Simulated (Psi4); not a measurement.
## Run report: C$_{2}$HBF, excited-state calculation

C$_{2}$HBF, multiplicity 2, SMILES C#C[B]F, computed with TDDFT (BLYP)/def2-SVP, UKS (Psi4 1.11).

The geometry was optimised with BLYP/def2-SVP.

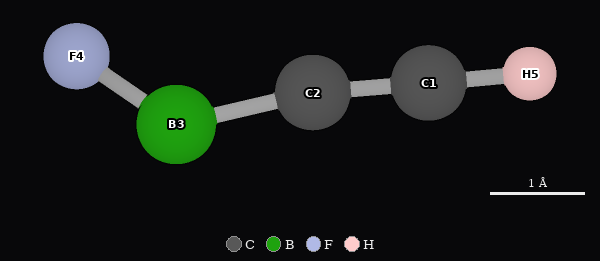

*The structure as given in the input (ball-and-stick view, seen at a tilt; atoms are numbered from 1 in the order of the input).*

Bond lengths as drawn: B–C 1.49 Å, B–F 1.32 Å, C–C 1.24 Å and C–H 1.08 Å.

**Summary**

| quantity | value |
| --- | --- |
| outcome | converged |
| total energy | −201.227293 hartree |
| basis functions | 61 |
| ⟨S²⟩ | 0.753 |
| dipole moment | 1.54 D |
| lowest excitation | 1.52 eV |
| hardware | 1 thread of Intel Xeon @ 2.50GHz (Skylake/Cascade Lake), 12 GiB of memory available, shared host |
| wall time | 41 s |
| peak memory | 0.38 GiB |

**Input file (job.dat)**
```python
memory 1.6 GB

molecule {
  0 2
  C      0.86373523     2.27667589    -0.58072607
  C      0.19753496     0.11451929    -0.00038361
  B     -0.18149875    -2.56725152     0.79989272
  F     -2.26074739    -3.94295702     0.85849313
  H      1.42834760     4.17208632    -1.09188375
  units au
}

set {
  basis def2-SVP
  reference uks
  save_jk true
}

from psi4.driver.procrouting.response.scf_response import tdscf_excitations
E, wfn = energy('blyp', return_wfn=True)
states = tdscf_excitations(wfn, states=6, tda=False)
```

Launch command:
```bash
psi4 job.dat job.out -n 1
```

**Log**
```
Psi4 1.11 release

   => Loading Basis Set <=

    Name: DEF2-SVP
    Role: ORBITAL
    Keyword: BASIS

         ---------------------------------------------------------
                                   SCF
                              UKS Reference
                        1 Threads,   1525 MiB Core
         ---------------------------------------------------------

  ==> Geometry <==

    Molecular point group: c1
    Full point group: C1

    Geometry (in Bohr), charge = 0, multiplicity = 2:

       Center              X                  Y                   Z               Mass
    ------------   -----------------  -----------------  -----------------  -----------------
         C            1.423104498841     3.554032725570    -0.890502541646    12.000000000000
         C            0.756904228841     1.391876125570    -0.310160081646    12.000000000000
         B            0.377870518841    -1.289894684430     0.490116248354    11.009305360000
         F           -1.701378121159    -2.665600184430     0.548716658354    18.998403162730
         H            1.987716868841     5.449443155570    -1.401660221646     1.007825032230

  Running in c1 symmetry.

  Rotational constants: A =      4.30197  B =      0.13178  C =      0.12787 [cm^-1]
  Rotational constants: A = 128969.68621  B =   3950.77135  C =   3833.34352 [MHz]
  Nuclear repulsion =   74.699841296083136

  Charge       = 0
  Multiplicity = 2
  Electrons    = 27
  Nalpha       = 14
  Nbeta        = 13

  ==> Algorithm <==

  SCF Algorithm Type is DF.
  DIIS enabled.
  MOM disabled.
  Fractional occupation disabled.
  Guess Type is SAD.
  Energy threshold   = 1.00e-06
  Density threshold  = 1.00e-06
  Integral threshold = 1.00e-12

  ==> Primary Basis <==

  Basis Set: DEF2-SVP
    Blend: DEF2-SVP
    Number of shells: 27
    Number of basis functions: 61
    Number of Cartesian functions: 65
    Spherical Harmonics?: true
    Max angular momentum: 2

  ==> DFT Potential <==

   => LibXC <=

    Version 7.1.2

   => Composite Functional: BLYP <=

    BLYP GGA Exchange-Correlation Functional

    Deriv               =              1
    GGA                 =           TRUE
    Meta                =          FALSE

    Exchange Hybrid     =          FALSE
    MP2 Hybrid          =          FALSE

   => Exchange Functionals <=

    1.0000     XC_GGA_X_B88

   => Correlation Functionals <=

    1.0000     XC_GGA_C_LYP

   => LibXC Density Thresholds  <==

    XC_GGA_C_LYP:  1.00E-14
    XC_GGA_X_B88:  1.00E-15

   => Molecular Quadrature <=

    Radial Scheme          =       TREUTLER
    Pruning Scheme         =           NONE
    Nuclear Scheme         =       TREUTLER

    Blocking Scheme        =         OCTREE
    BS radius alpha        =              1
    Pruning alpha          =              1
    Radial Points          =             75
    Spherical Points       =            302
    Total Points           =         108634
    Total Blocks           =            879
    Max Points             =            256
    Max Functions          =             60
    Weights Tolerance      =       1.00E-15

   => Loading Basis Set <=

    Name: (DEF2-SVP AUX)
    Role: JKFIT
    Keyword: DF_BASIS_SCF

  ==> Integral Setup <==

  DFHelper Memory: AOs need 0.010 GiB; user supplied 0.961 GiB.
  SCF_SUBTYPE=INCORE selected. In-core MEM_DF algorithm will be used.
  Using in-core AOs.

  ==> MemDFJK: Density-Fitted J/K Matrices <==

    J tasked:                   Yes
    K tasked:                    No
    wK tasked:                   No
    Memory [MiB]:               984
    Algorithm:                 Core
    Schwarz Cutoff:           1E-12
    Mask sparsity (%):       2.7412
    Fitting Condition:        1E-10

   => Auxiliary Basis Set <=

  Basis Set: (DEF2-SVP AUX)
    Blend: DEF2-UNIVERSAL-JKFIT
    Number of shells: 106
    Number of basis functions: 320
    Number of Cartesian functions: 380
    Spherical Harmonics?: true
    Max angular momentum: 4

  Cached 100.0% of DFT collocation blocks in 0.157 [GiB].

  Minimum eigenvalue in the overlap matrix is 1.0437553927E-03.
  Reciprocal condition number of the overlap matrix is 2.4290962953E-04.
    Using symmetric orthogonalization.

  ==> Pre-Iterations <==

  SCF Guess: Superposition of Atomic Densities via on-the-fly atomic UHF (no occupation information).

   -------------------------
    Irrep   Nso     Nmo
   -------------------------
     A         61      61
   -------------------------
    Total      61      61
   -------------------------

  ==> Iterations <==

                           Total Energy        Delta E     RMS |[F,P]|

   @DF-UKS iter SAD:  -200.63582637338664   -2.00636e+02   0.00000e+00
   @DF-UKS iter   1:  -200.87692744348720   -2.41101e-01   1.21257e-02 DIIS/ADIIS
   @DF-UKS iter   2:  -198.93159518538903    1.94533e+00   2.69357e-02 DIIS/ADIIS
   @DF-UKS iter   3:  -200.97550545685610   -2.04391e+00   1.03780e-02 DIIS/ADIIS
   @DF-UKS iter   4:  -201.11438424682677   -1.38879e-01   7.15933e-03 DIIS/ADIIS
   @DF-UKS iter   5:  -201.22120378252794   -1.06820e-01   1.99072e-03 DIIS/ADIIS
   @DF-UKS iter   6:  -201.22563855701458   -4.43477e-03   9.72392e-04 DIIS/ADIIS
   @DF-UKS iter   7:  -201.22724276710923   -1.60421e-03   1.62125e-04 DIIS/ADIIS
   @DF-UKS iter   8:  -201.22729182363395   -4.90565e-05   1.87312e-05 DIIS
   @DF-UKS iter   9:  -201.22729275810084   -9.34467e-07   4.55783e-06 DIIS
   @DF-UKS iter  10:  -201.22729283404158   -7.59407e-08   1.55370e-06 DIIS
   @DF-UKS iter  11:  -201.22729284785771   -1.38161e-08   4.65425e-07 DIIS
  Energy and wave function converged.

  ==> Post-Iterations <==

   Electrons on quadrature grid:
      Nalpha   =   14.0000003298 ; deviation = 3.298e-07
      Nbeta    =   13.0000005935 ; deviation = 5.935e-07
      Ntotal   =   27.0000009233 ; deviation = 9.233e-07

   @Spin Contamination Metric:   3.393125199E-03
   @S^2 Expected:                7.500000000E-01
   @S^2 Observed:                7.533931252E-01
   @S   Expected:                5.000000000E-01
   @S   Observed:                5.000000000E-01

    Orbital Energies [Eh]
    ---------------------

    Alpha Occupied:

       1A    -24.329419     2A     -9.961716     3A     -9.935836
       4A     -6.628050     5A     -1.107947     6A     -0.678383
       7A     -0.529299     8A     -0.490621     9A     -0.447079
      10A     -0.414332    11A     -0.402591    12A     -0.275671
      13A     -0.273200    14A     -0.162311

    Alpha Virtual:

      15A     -0.104459    16A     -0.018959    17A      0.051804
      18A      0.058218    19A      0.126968    20A      0.148567
      21A      0.219527    22A      0.227958    23A      0.253926
      24A      0.279819    25A      0.417747    26A      0.451310
      27A      0.454043    28A      0.549897    29A      0.592749
      30A      0.600179    31A      0.629957    32A      0.786099
      33A      0.896747    34A      0.953534    35A      0.964764
      36A      0.991450    37A      1.020873    38A      1.164191
      39A      1.205912    40A      1.250431    41A      1.295942
      42A      1.344722    43A      1.406591    44A      1.451182
      45A      1.491001    46A      1.514080    47A      1.578686
      48A      1.802945    49A      1.824541    50A      1.865270
      51A      1.937997    52A      2.005589    53A      2.647875
      54A      2.654403    55A      2.704606    56A      2.968147
      57A      2.974780    58A      3.229781    59A      3.303621
      60A      3.538409    61A      3.693886

    Beta Occupied:

       1A    -24.327014     2A     -9.959431     3A     -9.935348
       4A     -6.618946     5A     -1.103637     6A     -0.675278
       7A     -0.522408     8A     -0.486778     9A     -0.440788
      10A     -0.411590    11A     -0.389449    12A     -0.273769
      13A     -0.264385

    Beta Virtual:

      14A     -0.097596    15A     -0.091654    16A     -0.004860
      17A      0.053569    18A      0.070733    19A      0.136718
      20A      0.154844    21A      0.229852    22A      0.254066
      23A      0.264948    24A      0.297788    25A      0.433456
      26A      0.453100    27A      0.463642    28A      0.557376
      29A      0.593708    30A      0.602576    31A      0.636598
      32A      0.790791    33A      0.904913    34A      0.997141
      35A      1.000705    36A      1.006027    37A      1.028280
      38A      1.176854    39A      1.212500    40A      1.254952
      41A      1.304478    42A      1.349955    43A      1.420285
      44A      1.470453    45A      1.498387    46A      1.523334
      47A      1.586231    48A      1.808351    49A      1.833633
      50A      1.869600    51A      1.950331    52A      2.009510
      53A      2.654053    54A      2.657561    55A      2.713336
      56A      2.973469    57A      2.980249    58A      3.233556
      59A      3.314242    60A      3.543776    61A      3.699747

    Final Occupation by Irrep:
              A
    DOCC [    13 ]
    SOCC [     1 ]
    NA   [    14 ]
    NB   [    13 ]

  @DF-UKS Final Energy:  -201.22729284785771

   => Energetics <=

    Nuclear Repulsion Energy =             74.6998412960831359
    One-Electron Energy =                -422.4164248455672350
    Two-Electron Energy =                 172.0487343328998691
    DFT Exchange-Correlation Energy =     -25.5594436312734850
    Empirical Dispersion Energy =           0.0000000000000000
    VV10 Nonlocal Energy =                  0.0000000000000000
    Total Energy =                       -201.2272928478577114

  UHF NO Occupations:
  HONO-2 :   12  A 1.9997181
  HONO-1 :   13  A 1.9987670
  HONO-0 :   14  A 1.0000000
  LUNO+0 :   15  A 0.0012330
  LUNO+1 :   16  A 0.0002819
  LUNO+2 :   17  A 0.0000884
  LUNO+3 :   18  A 0.0000447

Computation Completed

Properties will be evaluated at   0.000000,   0.000000,   0.000000 [a0]

Properties computed using the SCF density matrix

 Multipole Moments:

 ------------------------------------------------------------------------------------
     Multipole            Electronic (a.u.)      Nuclear  (a.u.)        Total (a.u.)
 ------------------------------------------------------------------------------------

 L = 1.  Multiply by 2.5417464519 to convert [e a0] to [Debye]
 Dipole X            :         -1.5354073            1.6447187            0.1093115
 Dipole Y            :         -4.1110363            4.6850212            0.5739849
 Dipole Z            :          1.0502970           -1.2166048           -0.1663078
 Magnitude           :                                                    0.6075079

 ------------------------------------------------------------------------------------

	total time  =          7 seconds =       0.12 minutes

******************************************************************************************
**********                               WARNING                                **********
**********       The names of excited state variables changed between 1.5       **********
**********     and 1.6. For a quick solution, remove the symmetry specifier     **********
**********   from the variable name. For full details, see 'Notes on Psivars'   **********
**********                        in the documentation.                         **********
******************************************************************************************

         ---------------------------------------------------------
                         TDSCF excitation energies
         ---------------------------------------------------------

  ==> Options <==

     Residual threshold  : 1.0000e-04
     Initial guess       : denominators
     Reference           : UHF
     Solver type         : RPA (Hamiltonian)

  ==> Requested Excitations <==

      6 singlet states with A symmetry

  ==> Seeking the lowest 6 singlet states with A symmetry

                        Generalized Hamiltonian Solver

  ==> Options <==

    Max number of iterations        = 60
    Eigenvector tolerance           = 1.0000e-04
    Max number of expansion vectors = 1200

  => Iterations <=
                              Max[D[value]]     Max[|R|]   # vectors
  HamiltonianSolver iter   1:   1.73164e-01  9.49811e-02     24
  HamiltonianSolver iter   2:   5.60308e-03  5.01998e-02     30
  HamiltonianSolver iter   3:   5.27520e-04  1.45063e-02     42
  HamiltonianSolver iter   4:   4.46765e-05  2.59773e-03     54
  HamiltonianSolver iter   5:   1.12973e-06  5.75686e-04     66
  HamiltonianSolver iter   6:   5.08801e-08  1.21048e-04     74
  HamiltonianSolver iter   7:   1.91116e-09  9.66753e-05     76      Converged

******************************************************************************************
**********                               WARNING                                **********
**********  Length-gauge rotatory strengths are **NOT** gauge-origin invariant  **********
******************************************************************************************

                                    Excitation Energy         Total Energy        Oscillator Strength             Rotatory Strength
     #   Sym: GS->ES (Trans)        au              eV              au          au (length)    au (velocity)    au (length)    au (velocity)
    ---- -------------------- --------------- --------------- --------------- --------------- --------------- --------------- ---------------
     1        A->A (1 A)       0.05604         1.52490        -201.17125       0.0038          0.0022          0.0001          0.0000
     2        A->A (1 A)       0.14028         3.81731        -201.08701       0.0109          0.0104         -0.0000         -0.0000
     3        A->A (1 A)       0.14820         4.03279        -201.07909       0.0176          0.0170         -0.0000         -0.0000
     4        A->A (1 A)       0.15555         4.23286        -201.07174       0.0000          0.0000         -0.0000          0.0000
     5        A->A (1 A)       0.16531         4.49842        -201.06198       0.0227          0.0216          0.0000          0.0000
     6        A->A (1 A)       0.17303         4.70825        -201.05427       0.0000          0.0002         -0.0000         -0.0000

Contributing excitations and de-excitations
Only contributions with abs(coeff) > 1.00e-01 will be printed:

Excited State    1 (1 A):   0.05604 au   813.06 nm f = 0.0038
Alpha orbitals:
  Sums of squares: Xssq =  9.994653e-01; Yssq =  7.005482e-04; Xssq - Yssq =  9.987647e-01
     14a (a) ->  15a (a)   -0.999314 (99.863%)
Beta orbitals:
  Sums of squares: Xssq =  2.534454e-03; Yssq =  1.299156e-03; Xssq - Yssq =  1.235298e-03

Excited State    2 (1 A):   0.14028 au   324.79 nm f = 0.0109
Alpha orbitals:
  Sums of squares: Xssq =  5.811098e-01; Yssq =  6.592398e-03; Xssq - Yssq =  5.745174e-01
     12a (a) ->  15a (a)   -0.481725 (23.206%)
     13a (a) ->  16a (a)   -0.143252 ( 2.052%)
     14a (a) ->  16a (a)    0.562931 (31.689%)
Beta orbitals:
  Sums of squares: Xssq =  4.333845e-01; Yssq =  7.901926e-03; Xssq - Yssq =  4.254826e-01
     12a (b) ->  15a (b)    0.461661 (21.313%)
     13a (b) ->  14a (b)   -0.449002 (20.160%)
     13a (b) ->  16a (b)    0.107314 ( 1.152%)

Excited State    3 (1 A):   0.14820 au   307.44 nm f = 0.0176
Alpha orbitals:
  Sums of squares: Xssq =  8.380406e-01; Yssq =  2.786629e-03; Xssq - Yssq =  8.352539e-01
     12a (a) ->  15a (a)   -0.607163 (36.865%)
     14a (a) ->  16a (a)   -0.682168 (46.535%)
Beta orbitals:
  Sums of squares: Xssq =  1.674491e-01; Yssq =  2.703048e-03; Xssq - Yssq =  1.647461e-01
     12a (b) ->  15a (b)    0.364913 (13.316%)
     13a (b) ->  14a (b)    0.167625 ( 2.810%)

Excited State    4 (1 A):   0.15555 au   292.91 nm f = 0.0000
Alpha orbitals:
  Sums of squares: Xssq =  5.112673e-01; Yssq =  2.099406e-03; Xssq - Yssq =  5.091679e-01
     13a (a) ->  15a (a)   -0.703643 (49.511%)
Beta orbitals:
  Sums of squares: Xssq =  4.932809e-01; Yssq =  2.448822e-03; Xssq - Yssq =  4.908321e-01
     12a (b) ->  14a (b)   -0.384354 (14.773%)
     13a (b) ->  15a (b)    0.580399 (33.686%)

Excited State    5 (1 A):   0.16531 au   275.62 nm f = 0.0227
Alpha orbitals:
  Sums of squares: Xssq =  1.591578e-01; Yssq =  1.910190e-03; Xssq - Yssq =  1.572477e-01
     13a (a) ->  16a (a)   -0.121119 ( 1.467%)
     14a (a) ->  16a (a)   -0.361628 (13.077%)
Beta orbitals:
  Sums of squares: Xssq =  8.436788e-01; Yssq =  9.264037e-04; Xssq - Yssq =  8.427523e-01
     12a (b) ->  15a (b)   -0.469704 (22.062%)
     13a (b) ->  14a (b)   -0.786906 (61.922%)

Excited State    6 (1 A):   0.17303 au   263.33 nm f = 0.0000
Alpha orbitals:
  Sums of squares: Xssq =  3.348804e-01; Yssq =  1.285207e-04; Xssq - Yssq =  3.347519e-01
     13a (a) ->  15a (a)   -0.577110 (33.306%)
Beta orbitals:
  Sums of squares: Xssq =  6.652656e-01; Yssq =  1.751879e-05; Xssq - Yssq =  6.652481e-01
     12a (b) ->  14a (b)   -0.163850 ( 2.685%)
     13a (b) ->  15a (b)   -0.798963 (63.834%)

******************************************************************************************
**********                               WARNING                                **********
**********       The names of excited state variables changed between 1.5       **********
**********     and 1.6. For a quick solution, remove the symmetry specifier     **********
**********   from the variable name. For full details, see 'Notes on Psivars'   **********
**********                        in the documentation.                         **********
******************************************************************************************

    Psi4 run time: 0:00:38.87
```

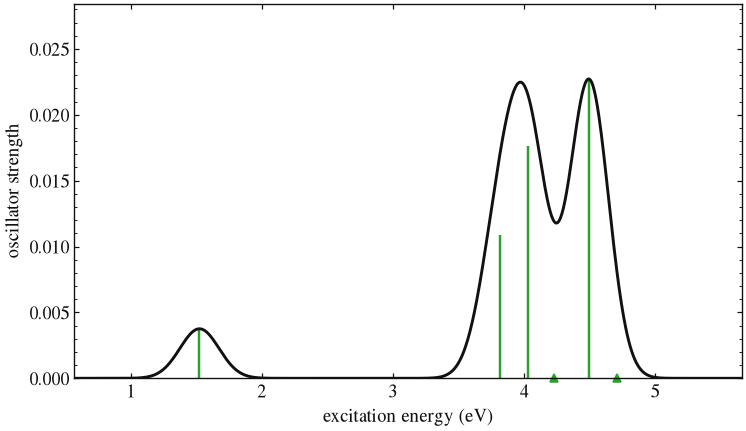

*Computed excitations as sticks (degenerate states added up, dark ones marked on the axis), with a Gaussian envelope of 0.35 eV full width at half maximum, scaled to the tallest.*

Of the 6 states the lowest lies at 1.52 eV (f = 0.004); the strongest line is at 4.50 eV, or 276 nm (f = 0.023).
